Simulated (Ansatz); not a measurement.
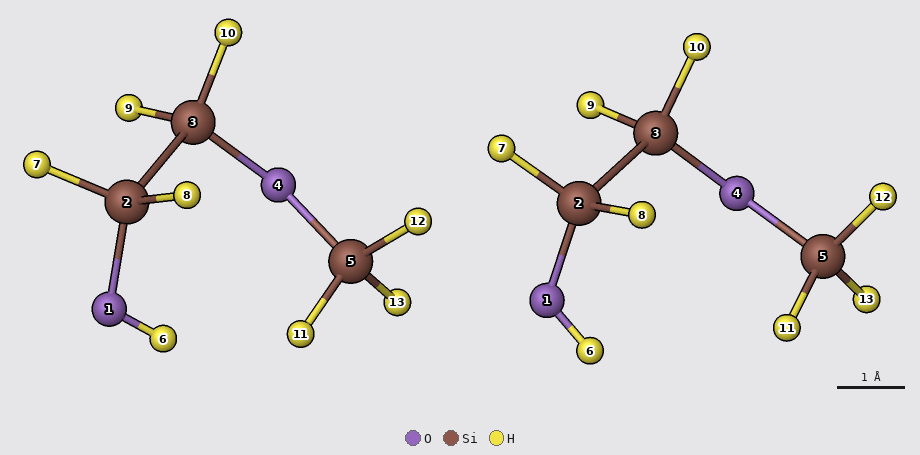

Two geometries of Si3H8O2 (coarse preliminary run), drawn at one scale. One is the start of a relaxation, the other its converged end. A ball-and-stick model, seen at a tilt.

The calculation used RKS PBE-D4/def2-SVP (Ansatz 0.2.0). Settings: force threshold 0.03 eV/Å; at most 200 steps.

### Which of the two is the end point?

The left one is the relaxed one. The start comes from a force field. After 11 geometry steps the energy has fallen by 7.49 kcal/mol. The largest force component goes from 2.5 to 0.029 eV/Å. H6 moves most after the best rigid fit: 0.58 Å. By element the largest moves are H 0.58 Å, O 0.36 Å, Si 0.20 Å. Some distances before and after: O1–Si2 1.597 → 1.690 Å, Si2–H8 1.460 → 1.515 Å, Si2–Si3 2.322 → 2.368 Å, Si3–H9 1.539 → 1.504 Å. Bond angles that change, for instance: Si2–O1–H6 121.1° → 113.1°, Si2–Si3–O4 115.1° → 107.8°, O1–Si2–H8 107.7° → 112.3°. Groups turn about O1–Si2 by about 20°.
